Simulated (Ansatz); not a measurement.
**ClH5N2Si2: density, localisation and related maps**

```yaml
atoms:
  - { symbol: N, position_ang: [-0.6218, -1.7176, -1.3785] }
  - { symbol: Si, position_ang: [0.7362, -0.8456, -0.6813] }
  - { symbol: Cl, position_ang: [0.9199, 1.1256, -1.6169] }
  - { symbol: N, position_ang: [0.0044, -0.2989, 0.8846] }
  - { symbol: Si, position_ang: [-0.0536, 1.1602, 1.7681] }
  - { symbol: H, position_ang: [-1.4743, -1.2077, -1.6278] }
  - { symbol: H, position_ang: [-0.4081, -2.4015, -2.1049] }
  - { symbol: H, position_ang: [-0.4461, -1.0968, 1.3507] }
  - { symbol: H, position_ang: [0.8444, 2.2317, 1.2858] }
  - { symbol: H, position_ang: [-0.0512, 0.9771, 3.2505] }
```

Level of theory: RKS BLYP-D4/def2-mTZVP in Ansatz 0.2.0.

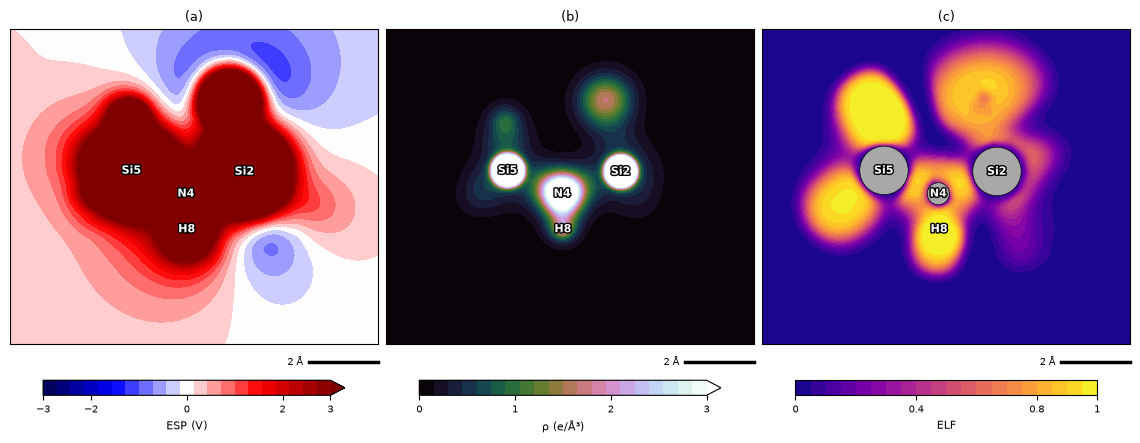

Figure 1. (a) electrostatic potential; (b) electron density; (c) electron localisation function on the plane of atoms Si5, N4 and H8. Grey discs cover the atomic cores in the ELF map.

**Interpret the plot.**

- The plane passes through Si, N and H nuclei.
- Si–N (1.71 Å): the density is about 1.1 e/Å³ at the midpoint; the ELF peaks at about 0.90 between the atoms, as expected for a shared but strongly polarised pair.
- N–H (1.03 Å): ρ is about 2.7 e/Å³ halfway; the ELF climbs to about 1 towards the hydrogen, as it does in any bond to H (an ordinary covalent bond to hydrogen).
- Si–N (1.81 Å): ρ is about 0.89 e/Å³ halfway; the ELF peaks at about 0.90 between the atoms; a shared but strongly polarised pair.
- The ELF also peaks beside Cl3, away from the bonds: lone-pair regions.
- Outside the dense part of the molecule the potential is most negative (−1.1 V) near Cl3, which lies off the plane.

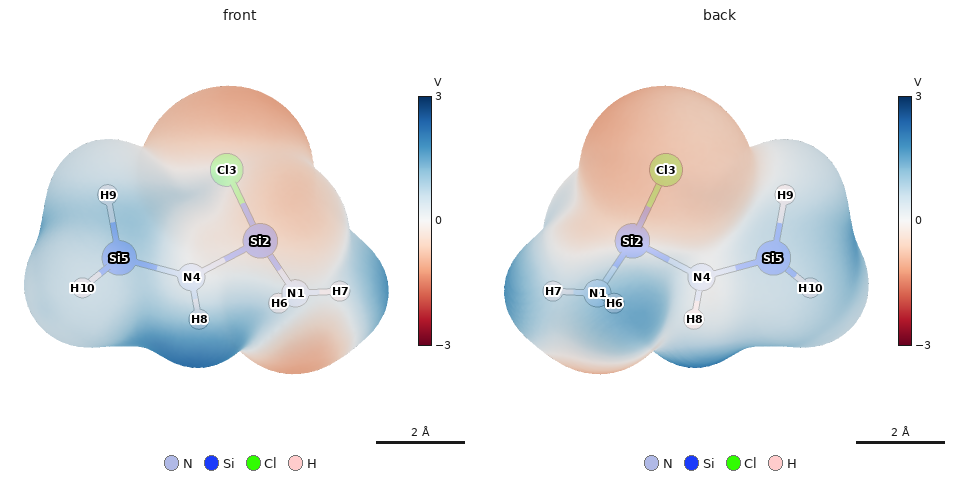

Figure 2. The electrostatic potential painted on the density surface at 0.002 e/bohr³, seen from the front and from behind; red is negative and blue positive.

**Which sites attract a positive test charge, and which a negative one?**

A positive charge is drawn to the negative regions and a negative charge to the positive ones. The most negative region (about −1.1 V, or −25 kcal/mol for a unit charge) lies over N1 and Cl3, the most positive (about +2.2 V, or +51 kcal/mol for a unit charge) over H8.

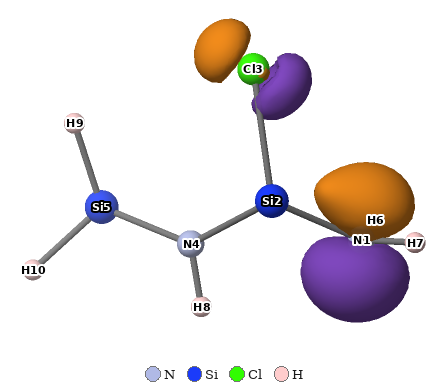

Figure 3. The HOMO−1 at ±0.2 Å⁻³ᐟ² (orange and purple are the two phases), seen at a tilt.

**What is the character of this orbital?**

Its weight (Hirshfeld) is mainly on N1 (about 60 %), Cl3 (about 20 %) and Si2 (about 10 %). Its energy is −5.96 eV.
